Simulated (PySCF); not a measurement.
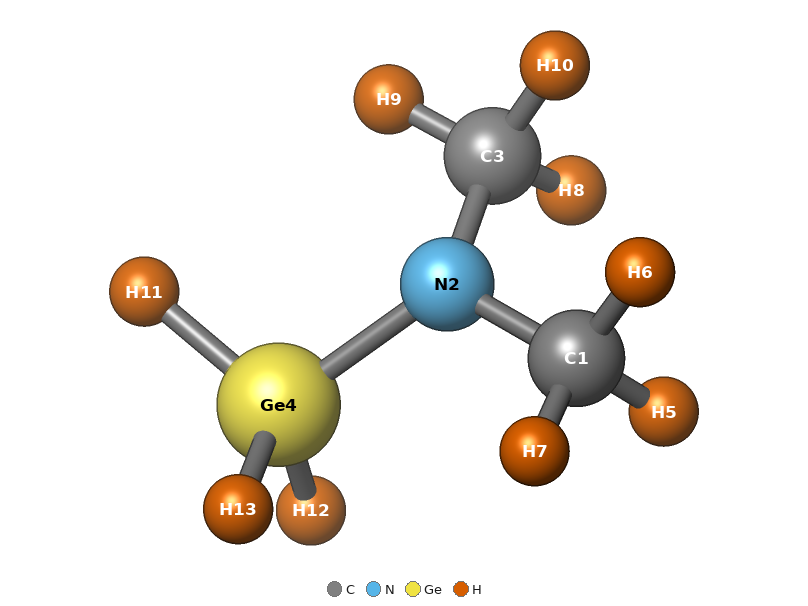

The computed structure is the end point of a PBE0-D3(BJ)/def2-SVP optimisation. No frequency run is at hand to confirm it as a minimum. Level of theory: delta-SCF UKS SCAN, pcX-2 on the ionised atom, pcseg-1 elsewhere, spin-free X2C (PySCF 2.14.0).

Give the core-electron binding energies (to vacuum) of C1 1s, N2 1s.

```
atom  level  binding energy (eV)
  C1     1s                291.4
  N2     1s                404.1
```
